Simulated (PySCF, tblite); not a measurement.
# C5H9FS3Si: geometry, infrared bands and NMR shifts

Wanted: the infrared bands and NMR shifts of C5H9FS3Si (`CS/C(=C\F)[SiH]1SCCS1`), by calculation.

Computed with tblite 0.8.0 and PySCF 2.14.0, with density-fitted response routines of our own, on a single molecule in the gas phase. Atoms are numbered from 0 throughout.

### 1 Starting geometry

19 atoms, charge 0, multiplicity 1; geometry from: force field or distance geometry start.

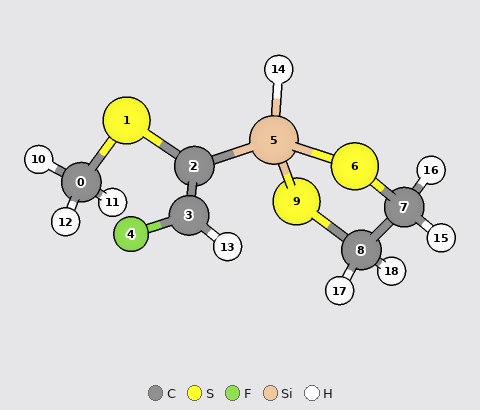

As it starts; carbon grey, sulfur yellow, fluorine green, silicon light orange, hydrogen white, atoms numbered.

### 2 Geometry optimisation with GFN2-xTB

What the job is given:

```
{"job": {"kind": "relax", "xc": "GFN2-xTB", "basis": "xTB"}, "charge": 0, "multiplicity": 1}
C      3.469100     0.086800     0.640300
S      2.561200     1.485600    -0.106500
C      1.113200     0.675000    -0.619200
C      1.127500    -0.222700    -1.614000
F      2.261400    -0.591500    -2.230900
Si    -0.443200     1.191600     0.242200
S     -2.179200     0.873300    -0.978100
C     -3.159000    -0.059300     0.251700
C     -2.284100    -1.065900     1.005200
S     -0.877900    -0.229600     1.806300
H      4.381200     0.457800     1.092700
H      2.854600    -0.388100     1.422700
H      3.717700    -0.651500    -0.106700
H      0.293800    -0.778100    -2.018000
H     -0.452200     2.577200     0.797900
H     -3.967200    -0.591000    -0.269900
H     -3.639600     0.644800     0.942000
H     -1.909800    -1.842300     0.327500
H     -2.877200    -1.562800     1.784500
```

The run is started by

```sh
OMP_NUM_THREADS=1 python probes_run.py task.json out
```

One launch serves the whole session: the jobs run in the order shown.

Output:

```text
step      E/eV     max force
  0    -857.14233    1.581
  1    -857.20830    0.974
  2    -857.23537    0.302
  3    -857.24419    0.294
  4    -857.25469    0.221
  5    -857.25898    0.189
  6    -857.26296    0.149
  7    -857.26553    0.132
  8    -857.26779    0.117
  9    -857.26969    0.119
 10    -857.27127    0.090
 11    -857.27246    0.100
 12    -857.27357    0.101
 13    -857.27490    0.098
 14    -857.27642    0.106
 15    -857.27772    0.074
 16    -857.27853    0.056
 17    -857.27907    0.051
 18    -857.27959    0.057
 19    -857.28013    0.055
 20    -857.28066    0.061
 21    -857.28116    0.063
 22    -857.28167    0.054
 23    -857.28223    0.057
 24    -857.28290    0.068
 25    -857.28372    0.077
 26    -857.28466    0.088
 27    -857.28556    0.086
 28    -857.28634    0.072
 29    -857.28709    0.073
 30    -857.28802    0.095
 31    -857.28921    0.115
 32    -857.29041    0.097
 33    -857.29135    0.083
 34    -857.29217    0.087
 35    -857.29310    0.091
 36    -857.29430    0.114
 37    -857.29568    0.126
 38    -857.29693    0.095
 39    -857.29785    0.055
 40    -857.29851    0.059
 41    -857.29902    0.062
 42    -857.29946    0.066
 43    -857.30005    0.060
 44    -857.30107    0.092
 45    -857.30224    0.102
 46    -857.30351    0.082
 47    -857.30500    0.102
 48    -857.30684    0.093
 49    -857.30884    0.118
 50    -857.30956    0.169
 51    -857.31145    0.096
 52    -857.31248    0.086
 53    -857.31594    0.126
 54    -857.31819    0.146
 55    -857.32021    0.104
 56    -857.32173    0.076
 57    -857.32271    0.087
 58    -857.32414    0.123
 59    -857.32619    0.116
 60    -857.32806    0.089
 61    -857.32908    0.124
 62    -857.33038    0.129
 63    -857.33185    0.156
 64    -857.33414    0.141
 65    -857.33530    0.091
 66    -857.33649    0.088
 67    -857.33760    0.113
 68    -857.33897    0.125
 69    -857.33983    0.146
 70    -857.34163    0.083
 71    -857.34312    0.070
 72    -857.34461    0.082
 73    -857.34589    0.099
 74    -857.34719    0.080
 75    -857.34862    0.082
 76    -857.34975    0.096
 77    -857.35078    0.100
 78    -857.35172    0.080
 79    -857.35263    0.059
 80    -857.35340    0.054
 81    -857.35424    0.074
 82    -857.35517    0.070
 83    -857.35595    0.056
 84    -857.35624    0.048
 85    -857.35660    0.042
 86    -857.35680    0.032
 87    -857.35711    0.024
 88    -857.35721    0.024
 89    -857.35734    0.026
 90    -857.35742    0.025
 91    -857.35757    0.026
 92    -857.35772    0.030
 93    -857.35789    0.032
 94    -857.35806    0.033
 95    -857.35832    0.039
 96    -857.35871    0.053
 97    -857.35921    0.063
 98    -857.35968    0.055
 99    -857.36003    0.033
100    -857.36031    0.040
101    -857.36054    0.035
102    -857.36070    0.024
103    -857.36081    0.024
104    -857.36092    0.025
105    -857.36109    0.033
106    -857.36137    0.038
107    -857.36173    0.040
108    -857.36209    0.044
109    -857.36242    0.044
110    -857.36271    0.048
111    -857.36311    0.049
112    -857.36375    0.047
113    -857.36461    0.064
114    -857.36546    0.073
115    -857.36629    0.072
116    -857.36653    0.083
117    -857.36711    0.042
118    -857.36731    0.028
119    -857.36752    0.021
120    -857.36765    0.020
121    -857.36775    0.015
122    -857.36785    0.018
123    -857.36792    0.017
124    -857.36799    0.020
125    -857.36807    0.019
126    -857.36814    0.019
127    -857.36819    0.019
128    -857.36825    0.018
129    -857.36832    0.022
130    -857.36839    0.023
131    -857.36847    0.026
132    -857.36854    0.023
133    -857.36864    0.028
134    -857.36879    0.040
135    -857.36903    0.042
136    -857.36943    0.054
137    -857.36997    0.052
138    -857.37056    0.068
139    -857.37112    0.069
140    -857.37182    0.051
141    -857.37241    0.051
142    -857.37297    0.045
143    -857.37336    0.036
144    -857.37359    0.042
145    -857.37380    0.044
146    -857.37397    0.042
147    -857.37416    0.027
148    -857.37427    0.025
149    -857.37446    0.021
150    -857.37455    0.019
151    -857.37467    0.022
152    -857.37479    0.025
153    -857.37489    0.020
154    -857.37497    0.021
155    -857.37503    0.016
156    -857.37510    0.015
157    -857.37515    0.014
158    -857.37522    0.015
159    -857.37527    0.014
160    -857.37531    0.013
161    -857.37534    0.017
162    -857.37538    0.012
163    -857.37541    0.010
164    -857.37543    0.008
```

It took 1.8 s on 1 thread of Arm Neoverse V2, shared host; peak memory 0.18 GiB.

Step by step: (not every step is listed)

```csv
step,energy from step 0 (eV),largest force (eV/Å)
0,0.0000,1.5809
1,-0.0660,0.9737
2,-0.0930,0.3021
3,-0.1019,0.2935
4,-0.1124,0.2214
5,-0.1166,0.1888
6,-0.1206,0.1488
7,-0.1232,0.1315
8,-0.1255,0.1174
23,-0.1399,0.0566
38,-0.1546,0.0951
53,-0.1736,0.1255
68,-0.1966,0.1245
83,-0.2136,0.0557
98,-0.2174,0.0548
113,-0.2223,0.0637
128,-0.2259,0.0182
143,-0.2310,0.0363
158,-0.2329,0.0150
159,-0.2329,0.0140
160,-0.2330,0.0133
161,-0.2330,0.0168
162,-0.2330,0.0118
163,-0.2331,0.0104
164,-0.2331,0.0083
```

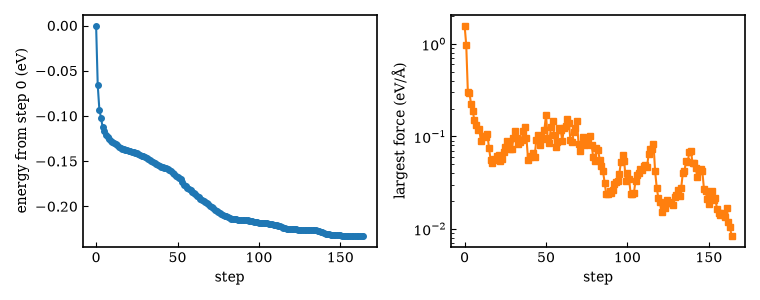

Energy and largest force along the relaxation.

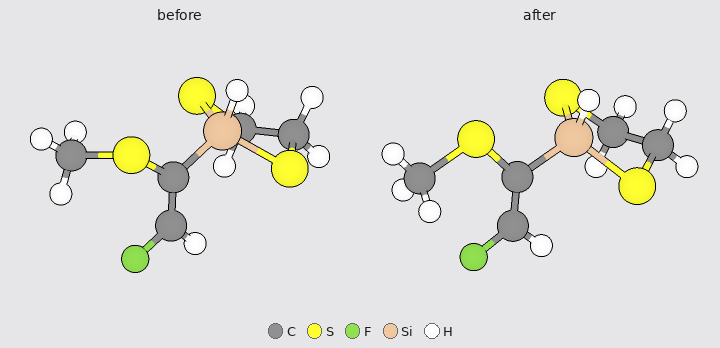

The geometry before (left) and after (right).

Close pairs (by a distance rule), those that changed most:

```csv
bond,before (Å),after (Å),change (Å)
Si5–H14,1.493,1.457,-0.036
C2–Si5,1.852,1.877,+0.025
C7–C8,1.532,1.509,-0.023
C0–H11,1.102,1.085,-0.017
S1–C2,1.737,1.752,+0.015
C2–C3,1.340,1.328,-0.012
Si5–S9,2.158,2.146,-0.011
C7–H15,1.099,1.089,-0.010
```

The next job starts from the end point, and lists it.

### 3 Vibrational analysis with GFN2-xTB

What the job is given:

```
{"job": {"kind": "ir", "xc": "GFN2-xTB", "basis": "xTB"}, "charge": 0, "multiplicity": 1}
C      3.955744     0.351311     0.200145
S      2.392293     1.092611     0.762295
C      1.139240     0.326341    -0.193045
C      1.252550    -0.522362    -1.208617
F      2.409503    -0.979319    -1.725460
Si    -0.544593     0.862354     0.440537
S     -2.035919     0.592479    -1.074118
C     -3.315387     0.088801     0.122208
C     -2.783644    -0.975728     1.050461
S     -1.340087    -0.375015     2.003625
H      4.723385     0.780462     0.836860
H      3.918050    -0.725025     0.331717
H      4.139657     0.610767    -0.837100
H      0.400550    -0.923388    -1.738788
H     -0.531835     2.241676     0.910167
H     -4.152071    -0.291931    -0.462319
H     -3.632437     0.973624     0.673004
H     -2.468790    -1.857689     0.493438
H     -3.536012    -1.260718     1.784630
```

Output:

```text
mode    cm-1     km/mol
  1      18.3      0.09
  2      36.0      3.84
  3      47.0      2.70
  4      75.0      2.59
  5     115.5     12.06
  6     157.7      2.02
  7     208.1      2.02
  8     219.4      2.10
  9     220.5      1.01
 10     229.8      3.11
 11     246.2      1.84
 12     282.7     12.97
 13     402.0     17.71
 14     410.6     12.19
 15     413.3     11.94
 16     525.4     62.42
 17     543.3     29.78
 18     591.8    205.18
 19     639.9      6.10
 20     659.2     57.75
 21     680.6    147.93
 22     692.3      3.17
 23     721.7      4.42
 24     736.9      1.66
 25     851.3      4.02
 26     933.8      8.98
 27     935.1     31.44
 28     935.9      5.92
 29     979.2     56.03
 30    1038.0      1.00
 31    1056.6    127.88
 32    1082.5      1.85
 33    1138.4      0.08
 34    1230.8      8.80
 35    1256.8     15.60
 36    1265.2     11.78
 37    1312.6      1.81
 38    1434.1      7.86
 39    1444.6      6.55
 40    1444.9      1.23
 41    1446.8      7.01
 42    1639.6    176.45
 43    2306.7    161.87
 44    2985.1      0.43
 45    2996.5     15.89
 46    3001.5      2.18
 47    3004.8      3.63
 48    3042.4      0.46
 49    3052.7      2.97
 50    3055.3      2.60
 51    3064.1     11.61
```

Run time: 1.1 s. Hardware: 1 thread of Arm Neoverse V2, shared host; peak memory 0.18 GiB.

The strongest bands and the atoms that carry them (share of the mass-weighted mode):

```csv
cm⁻¹,km/mol,atoms
525,62.4,"Si5 48 %, S9 19 %, S6 13 %"
592,205.2,"H14 84 %, Si5 11 %"
659,57.8,"H14 28 %, C8 25 %, S9 14 %, C7 13 %"
681,147.9,"H14 61 %, C8 11 %"
979,56.0,"C2 42 %, H10 21 %"
1057,127.9,"C3 48 %, F4 37 %, C2 12 %"
1640,176.4,"C3 50 %, C2 47 %"
2307,161.9,H14 97 %
```

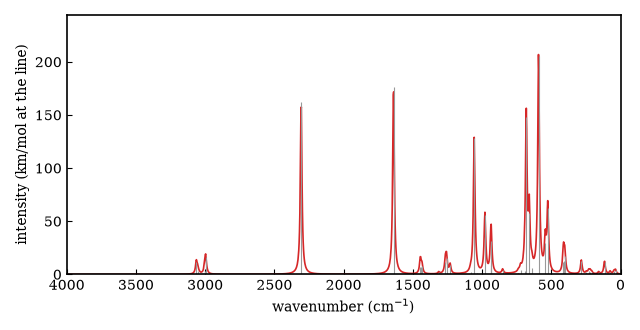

The infrared spectrum from these modes, unscaled. Lines are broadened to a width of 14 cm⁻¹ (Lorentzian).

### 4 NMR shieldings: PBE0/pcSseg-1

The job, as its differences from that of step 3:

```diff
@@ -1,2 +1,2 @@
-{"job": {"kind": "ir", "xc": "GFN2-xTB", "basis": "xTB"}, "charge": 0, "multiplicity": 1}
+{"job": {"kind": "nmr", "xc": "PBE0", "basis": "pcSseg-1"}, "charge": 0, "multiplicity": 1}
 C      3.955744     0.351311     0.200145
```

Level: GIAO PBE0/pcSseg-1 NMR shielding, non-relativistic, gas phase.

Output:

```text
coarse grid: 18592 points
cycle   1  E = -1778.8071954140  dE =  1.299e+00  |g| = 4.914e-01  |ddm| = 4.276e+00
cycle   2  E = -1778.7914869138  dE =  1.571e-02  |g| = 6.088e-01  |ddm| = 1.029e+00
cycle   3  E = -1778.8584956444  dE = -6.701e-02  |g| = 8.437e-02  |ddm| = 5.768e-01
cycle   4  E = -1778.8597381911  dE = -1.243e-03  |g| = 3.208e-02  |ddm| = 1.053e-01
cycle   5  E = -1778.8599551994  dE = -2.170e-04  |g| = 8.889e-03  |ddm| = 4.220e-02
cycle   6  E = -1778.8599736321  dE = -1.843e-05  |g| = 2.828e-03  |ddm| = 1.236e-02
cycle   7  E = -1778.8599751572  dE = -1.525e-06  |g| = 1.130e-03  |ddm| = 3.630e-03
final grid: 163160 points
cycle   8  E = -1778.9325250483  dE = -3.200e-05  |g| = 1.163e-02  |ddm| = 3.397e-02
cycle   9  E = -1778.9324897239  dE =  3.532e-05  |g| = 1.642e-02  |ddm| = 2.580e-02
cycle  10  E = -1778.9325574124  dE = -6.769e-05  |g| = 1.548e-03  |ddm| = 1.710e-02
cycle  11  E = -1778.9325580300  dE = -6.176e-07  |g| = 4.451e-04  |ddm| = 2.104e-03
cycle  12  E = -1778.9325580762  dE = -4.623e-08  |g| = 1.445e-04  |ddm| = 5.316e-04
cycle  13  E = -1778.9325580803  dE = -4.118e-09  |g| = 4.315e-05  |ddm| = 1.486e-04
cycle  14  E = -1778.9325580807  dE = -4.279e-10  |g| = 8.785e-06  |ddm| = 5.787e-05
converged SCF energy = -1778.9325580807

GIAO shielding tensors (ppm)
atom      isotropic    diamagn.    paramagn.     s11        s22        s33       span
  0 C      163.752     250.480     -86.728    148.746    160.927    181.582     32.836
  1 S      490.266    1056.844    -566.578    353.221    444.675    672.901    319.680
  2 C       70.522     268.877    -198.355    -12.340     67.392    156.514    168.854
  3 C       26.543     252.532    -225.989    -61.333     68.213     72.748    134.081
  4 F      295.214     471.965    -176.750    176.588    265.035    444.020    267.431
  5 Si     331.282     879.083    -547.801    285.333    347.070    361.444     76.111
  6 S      632.012    1059.340    -427.328    495.925    561.050    839.061    343.135
  7 C      145.577     253.617    -108.040    112.097    154.277    170.358     58.261
  8 C      145.714     251.744    -106.031    114.888    154.724    167.529     52.640
  9 S      607.009    1058.161    -451.152    464.485    589.225    767.316    302.830
 10 H       29.841      27.388       2.453     24.577     26.725     38.222     13.645
 11 H       28.647      30.296      -1.649     23.967     27.334     34.641     10.674
 12 H       28.532      29.387      -0.855     23.606     27.072     34.919     11.313
 13 H       24.571      32.377      -7.805     19.268     24.115     30.331     11.064
 14 H       26.038      28.388      -2.350     21.632     24.452     32.030     10.398
 15 H       28.692      29.195      -0.504     21.662     26.594     37.819     16.157
 16 H       29.142      29.826      -0.685     23.369     26.673     37.382     14.013
 17 H       28.989      31.295      -2.306     23.751     26.636     36.580     12.829
 18 H       28.681      28.809      -0.128     21.815     26.603     37.624     15.809
```

Wall time 71 s (1 thread of Arm Neoverse V2, shared host); peak memory 1.1 GiB.

The references, computed at this level on geometries of the same kind, shield at (ppm): 1H TMS 31.72, 13C TMS 186.9, 29Si TMS 349.2, 19F CFCl3 170.9, 33S CS2 504. Their shielding less the atom's gives the shift. The references are single molecules in the gas phase, so shifts against H2O, NH3, PH3, H3PO4 or CFCl3 are not on the usual liquid scales and can be off by tens of ppm. Atoms listed in one row are averaged.

```csv
atoms,environment,σ (ppm),δ (ppm),δ scaled to CDCl3
C3,alkene CH,26.5,160.4,154.6
C2,fully substituted alkene carbon,70.5,116.4,107.3
"C7, C8",sp3 CH2 bonded to S,145.6,41.3,34.0
C0,methyl carbon bonded to S,163.8,23.2,16.3
H13,hydrogen on an alkene CH,24.57,7.15,6.84
H14,"hydrogen on a silicon bonded to C, 2 S, in a 5-membered ring",26.04,5.68,–
"H15, H17",hydrogen on an sp3 CH2 bonded to S,28.84,2.88,2.82
"H16, H18",hydrogen on an sp3 CH2 bonded to S,28.91,2.81,2.75
"H10, H11, H12",hydrogen on a methyl carbon bonded to S,29.01,2.71,2.66
S1,sulfide sulfur,490,13,–
"S6, S9","sulfur bonded to C, Si, in a 5-membered ring",620,-116,–
F4,vinylic fluorine,295.2,-124.3,–
Si5,"silicon bonded to C, 2 S, H, in a 5-membered ring",331.3,17.9,–
```

The scaled column applies a straight-line fit of computed shieldings to shifts measured in CDCl3, with any fitted terms for Cl, Br or S neighbours, and one for carbons that bear F (root-mean-square error 0.16 ppm for H, 1.9 ppm for C).

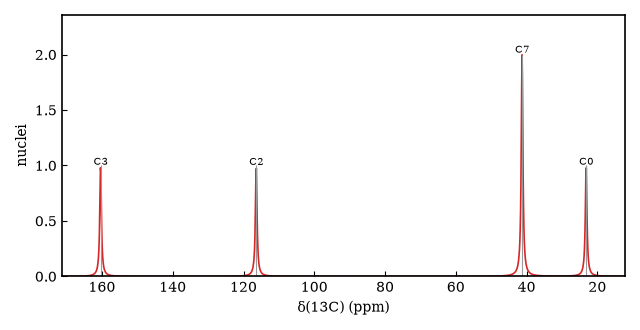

13C lines at the computed shifts, without couplings. Lines are broadened to a width of 0.55 ppm (Lorentzian).

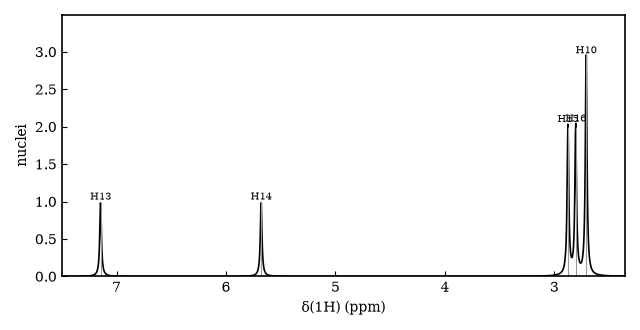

1H lines at the computed shifts, without couplings. Lines are broadened to a width of 0.02 ppm (Lorentzian).

The run also stored atomic charges by several schemes (e):

```csv
atoms,Mulliken,IAO,Hirshfeld,ESP fit
C0,-0.38,-0.50,-0.12,-0.51
S1,0.05,0.17,0.03,-0.03
C2,-0.67,-0.46,-0.15,-0.27
C3,0.33,0.12,0.03,0.26
F4,-0.28,-0.27,-0.07,-0.19
Si5,0.82,0.76,0.29,0.37
"S6, S9",-0.25,-0.19,-0.09,-0.24
"C7, C8",-0.32,-0.33,-0.07,-0.24
```

ESP fit charges:

C0 -0.51; S1 -0.03; C2 -0.27; C3 0.26; F4 -0.19; Si5 0.37; S6 -0.23; C7 -0.26; C8 -0.22; S9 -0.24; H10 0.22; H11 0.19; H12 0.20; H13 0.07; H14 -0.03; H15 0.20; H16 0.16; H17 0.14; H18 0.18

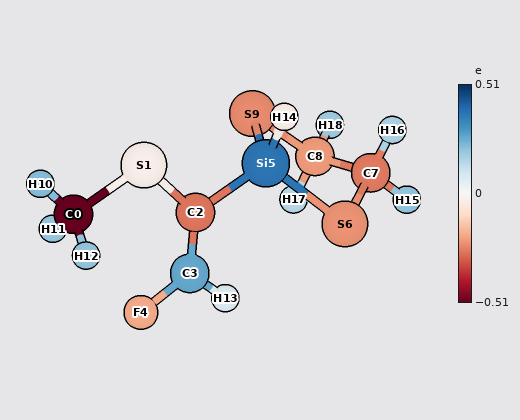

ESP fit charges, as colours on the atoms.

Mayer bond orders: C0–S1 1.00, S1–C2 1.08, C2–C3 1.78, C3–F4 0.95, C2–Si5 0.79, Si5–S6 0.97, S6–C7 0.99, C7–C8 1.01, C8–S9 1.00, S9–Si5 0.99.

Ring of atoms Si5, S6, C7, C8, S9: NICS(0) -9.3, NICS(1) -5.4, NICS(1)zz -3.4 ppm (means of both faces).

The fields below are evaluated on a grid from the run's orbitals.

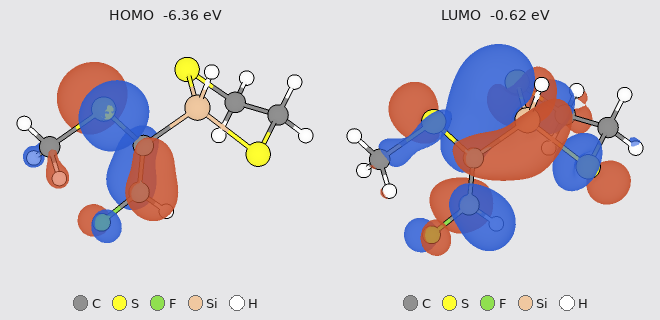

Frontier orbitals at PBE0/pcSseg-1; each surface holds 70 % of the orbital's density, blue and red mark the sign.

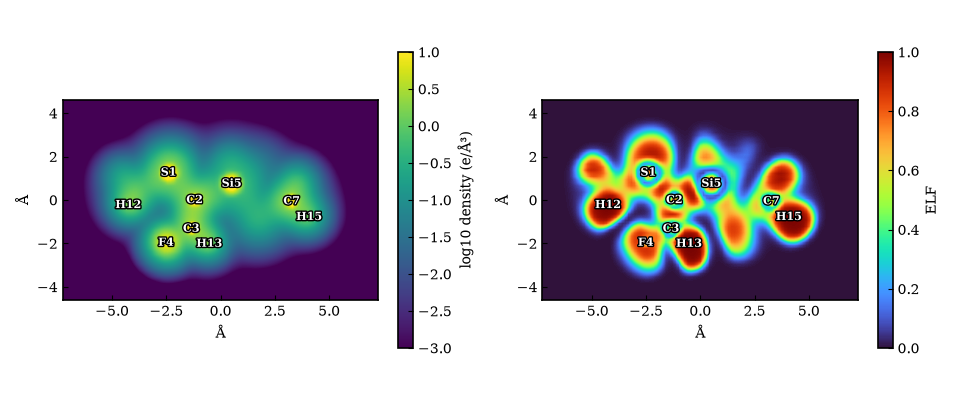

Density (left) and ELF (right) in a plane through or near 9 of the atoms.

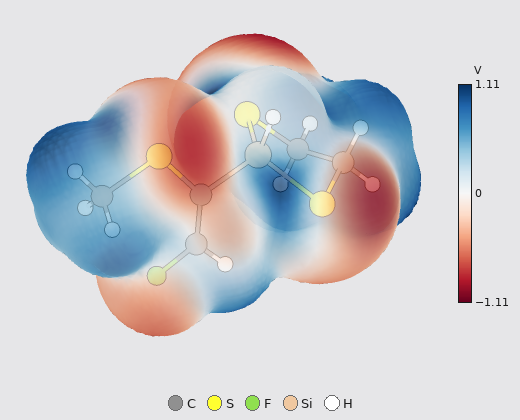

The potential that a unit positive charge feels on the 0.002 e/bohr³ surface, from -0.87 V near S9 to 1.11 V near H15.

### 5 Results

| quantity | value |
| --- | --- |
| strongest single infrared mode (GFN2-xTB) | 592 cm⁻¹, 205 km/mol |
| zero-point energy (GFN2-xTB) | 81.2 kcal/mol |
| 13C shifts against TMS (PBE0/pcSseg-1, means over atoms taken as alike) | 160.4, 116.4, 41.3, 23.2 ppm |
| 1H shifts against TMS (PBE0/pcSseg-1, means over atoms taken as alike) | 7.15, 5.68, 2.88, 2.81, 2.71 ppm |
| 33S shifts against CS2 (PBE0/pcSseg-1, means over atoms taken as alike) | 13, -116 ppm |
| 19F shifts against CFCl3 (PBE0/pcSseg-1) | -124.3 ppm |
| 29Si shifts against TMS (PBE0/pcSseg-1) | 17.9 ppm |
| surface potential, least and greatest | -0.87 V and 1.11 V |

**Reading.** The optimisation took 164 steps and gained 0.233 eV; among the close pairs (by a distance rule), Si5–H14 changed most, from 1.493 to 1.457 Å. All 51 modes are real, so the xTB geometry is a minimum. The strongest single mode, at 592 cm⁻¹, moves mainly H14. Unscaled tight-binding wavenumbers are off by several per cent, some by more. Its intensities can rank the bands wrongly. The most deshielded hydrogen is H13 (hydrogen on an alkene CH), at 7.15 ppm: olefinic region. At PBE0/pcSseg-1, counted by nearest atom on the grid, the HOMO lies on S1 51 %; C3 20 %, the LUMO on Si5 17 %; C2, C3 about 17 % each.
